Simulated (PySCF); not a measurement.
# Two runs on C₂H₆Cl₂Si₂

System: C₂H₆Cl₂Si₂, SMILES [SiH3][SiH2]C=C(Cl)Cl.
Method of run A: GIAO PBE0/STO-3G NMR shielding, non-relativistic, gas phase (PySCF 2.14.0).

The geometry comes from this level: PBE0-D3(BJ)/def2-SVP. Text and figures count atoms from 1; the logs count them from 0 in places.

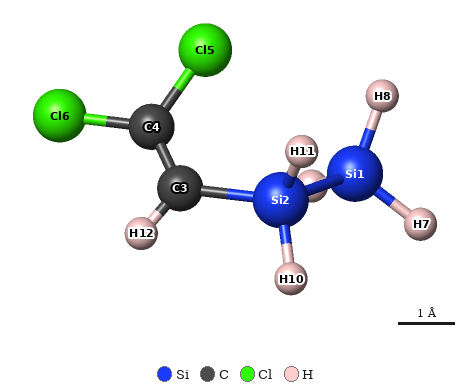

**Figure 1.** The structure (ball-and-stick view, seen at a tilt; atoms are numbered from 1 in the order of the input). Bond lengths as drawn: C–C 1.34 Å, C–Cl 1.72 to 1.73 Å, C–H 1.09 Å, C–Si 1.88 Å, H–Si 1.49 to 1.50 Å and Si–Si 2.35 Å.

Input, run A:
```
{"job": {"kind": "nmr", "xc": "PBE0", "basis": "STO-3G", "pop": true}, "charge": 0, "multiplicity": 1}
Si    -1.880918     0.108866     0.683894
Si    -0.045587     1.119083    -0.389171
C      1.215635    -0.169426    -0.916881
C      1.749028    -1.070768    -0.088327
Cl     1.332515    -1.137297     1.591432
Cl     2.895411    -2.263690    -0.564324
H     -3.135713     0.846029     0.334701
H     -1.720980     0.128608     2.168578
H     -2.013717    -1.305151     0.217238
H     -0.493466     1.821041    -1.630713
H      0.591479     2.126425     0.515655
H      1.546736    -0.219873    -1.958805
```

The first line tells a small driver script what to run in PySCF; the rest is the geometry in Å.

Launched with:
```bash
OMP_NUM_THREADS=1 python <driver script> task.json out
```

Hardware: 1 CPU thread, shared host.

Output (run A):
```
coarse grid: 12392 points
cycle   1  E = -1560.9251312512  dE = -4.323e-01  |g| = 4.483e-01  |ddm| = 4.298e+00
cycle   2  E = -1560.8442926265  dE =  8.084e-02  |g| = 6.986e-01  |ddm| = 1.471e+00
cycle   3  E = -1560.9914310428  dE = -1.471e-01  |g| = 7.342e-02  |ddm| = 9.330e-01
cycle   4  E = -1560.9934344545  dE = -2.003e-03  |g| = 1.723e-02  |ddm| = 1.450e-01
cycle   5  E = -1560.9935356959  dE = -1.012e-04  |g| = 3.425e-03  |ddm| = 2.959e-02
cycle   6  E = -1560.9935399386  dE = -4.243e-06  |g| = 8.726e-04  |ddm| = 6.386e-03
final grid: 101992 points
cycle   7  E = -1560.9244875208  dE = -2.660e-06  |g| = 3.139e-03  |ddm| = 1.072e-02
cycle   8  E = -1560.9244848979  dE =  2.623e-06  |g| = 4.362e-03  |ddm| = 1.001e-02
cycle   9  E = -1560.9244907263  dE = -5.828e-06  |g| = 7.774e-04  |ddm| = 5.983e-03
cycle  10  E = -1560.9244909202  dE = -1.938e-07  |g| = 4.955e-05  |ddm| = 1.129e-03
cycle  11  E = -1560.9244909212  dE = -1.062e-09  |g| = 1.406e-05  |ddm| = 1.200e-04
cycle  12  E = -1560.9244909213  dE = -7.594e-11  |g| = 1.644e-06  |ddm| = 2.572e-05
converged SCF energy = -1560.9244909213

GIAO shielding tensors (ppm)
atom      isotropic    diamagn.    paramagn.     s11        s22        s33       span
  0 Si     598.813     869.976    -271.163    586.612    595.339    614.489     27.877
  1 Si     575.902     870.583    -294.681    537.805    576.124    613.778     75.973
  2 C      121.516     254.305    -132.790     37.511    118.935    208.100    170.589
  3 C      113.972     256.480    -142.509     50.015    131.138    160.763    110.748
  4 Cl     883.442    1129.602    -246.161    795.568    830.301   1024.456    228.888
  5 Cl     871.743    1125.636    -253.893    763.808    826.655   1024.766    260.958
  6 H       30.917      29.909       1.008     26.868     27.877     38.006     11.138
  7 H       30.723      31.121      -0.398     26.476     29.525     36.168      9.692
  8 H       30.962      32.022      -1.060     26.796     29.871     36.221      9.425
  9 H       30.526      31.081      -0.555     25.988     27.967     37.623     11.635
 10 H       30.328      31.214      -0.886     26.601     27.971     36.413      9.812
 11 H       26.742      30.411      -3.669     22.988     26.635     30.603      7.615
```

Run B used a changed input.

The two runs side by side:

| quantity | run A | run B |
| --- | --- | --- |
| outcome | converged | converged |
| total energy (hartree) | −1560.924491 | −1578.335615 |
| HOMO (eV) | −5.65 | −7.51 |
| LUMO (eV) | 2.23 | −0.90 |
| dipole moment (D) | 2.33 | 1.35 |
| shielding of Si1 (ppm) | 598.8 | 519.7 |
| shielding of Si2 (ppm) | 575.9 | 496.9 |
| shielding of C3 (ppm) | 121.5 | 78.6 |
| shielding of C4 (ppm) | 114.0 | 56.6 |
| shielding of Cl5 (ppm) | 883.4 | 614.8 |
| shielding of Cl6 (ppm) | 871.7 | 605.0 |
| shielding of H11 (ppm) | 30.3 | 28.6 |
| SCF iterations | 12 | 13 |
| basis functions | 52 | 82 |
| wall time (shared host) | 4.8 s | 9.4 s |

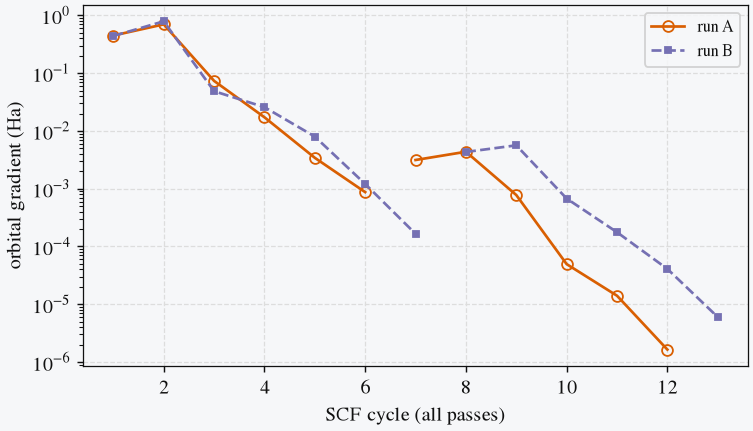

**Figure 2.** Convergence of the two runs: orbital gradient against the SCF cycle. A break in a curve parts two SCF passes (coarse and final grid). Run A takes 12 cycles in all, and run B takes 13.

What was changed in the input?

The change (lines with − go, lines with + come):
```diff
-"basis": "STO-3G"
+"basis": "6-31G"
```

The total energy of run B is 10925.6 kcal/mol lower, which measures the change of basis and not a stability. The HOMO goes from −5.65 to −7.51 eV. The LUMO goes from 2.23 to −0.90 eV. The dipole moment goes from 2.33 to 1.35 D. Of all shieldings, the largest change is that of Cl5, by −268.6 ppm. The SCF takes 13 iterations against 12. The basis functions go from 52 to 82.

Output (run B):
```
coarse grid: 12392 points
cycle   1  E = -1578.3494896459  dE =  5.657e-01  |g| = 4.399e-01  |ddm| = 3.454e+00
cycle   2  E = -1578.2449415673  dE =  1.045e-01  |g| = 7.886e-01  |ddm| = 1.418e+00
cycle   3  E = -1578.4049947690  dE = -1.601e-01  |g| = 4.870e-02  |ddm| = 8.196e-01
cycle   4  E = -1578.4057195211  dE = -7.248e-04  |g| = 2.578e-02  |ddm| = 1.396e-01
cycle   5  E = -1578.4059235856  dE = -2.041e-04  |g| = 7.979e-03  |ddm| = 4.519e-02
cycle   6  E = -1578.4059417702  dE = -1.818e-05  |g| = 1.207e-03  |ddm| = 1.316e-02
cycle   7  E = -1578.4059422552  dE = -4.850e-07  |g| = 1.658e-04  |ddm| = 2.886e-03
final grid: 101992 points
cycle   8  E = -1578.3356096814  dE = -6.319e-06  |g| = 4.324e-03  |ddm| = 1.388e-02
cycle   9  E = -1578.3356059876  dE =  3.694e-06  |g| = 5.631e-03  |ddm| = 1.431e-02
cycle  10  E = -1578.3356152534  dE = -9.266e-06  |g| = 6.757e-04  |ddm| = 8.827e-03
cycle  11  E = -1578.3356153678  dE = -1.143e-07  |g| = 1.766e-04  |ddm| = 8.496e-04
cycle  12  E = -1578.3356153762  dE = -8.472e-09  |g| = 4.088e-05  |ddm| = 2.611e-04
cycle  13  E = -1578.3356153768  dE = -5.252e-10  |g| = 6.012e-06  |ddm| = 6.859e-05
converged SCF energy = -1578.3356153768

GIAO shielding tensors (ppm)
atom      isotropic    diamagn.    paramagn.     s11        s22        s33       span
  0 Si     519.674     880.749    -361.075    512.842    518.123    528.058     15.216
  1 Si     496.931     881.245    -384.314    463.973    490.900    535.920     71.947
  2 C       78.618     259.134    -180.516    -10.066     90.924    154.996    165.063
  3 C       56.571     268.075    -211.504    -37.619     89.905    117.427    155.047
  4 Cl     614.833    1147.304    -532.471    456.738    462.885    924.876    468.138
  5 Cl     605.047    1143.288    -538.241    413.610    422.622    978.910    565.300
  6 H       29.422      28.701       0.721     25.680     26.467     36.119     10.440
  7 H       29.089      28.929       0.160     25.038     28.053     34.177      9.139
  8 H       29.347      29.183       0.164     25.529     28.386     34.125      8.597
  9 H       28.920      29.496      -0.577     24.671     26.822     35.266     10.594
 10 H       28.558      28.956      -0.398     24.743     26.707     34.224      9.481
 11 H       26.532      30.533      -4.002     22.986     27.035     29.574      6.588
```
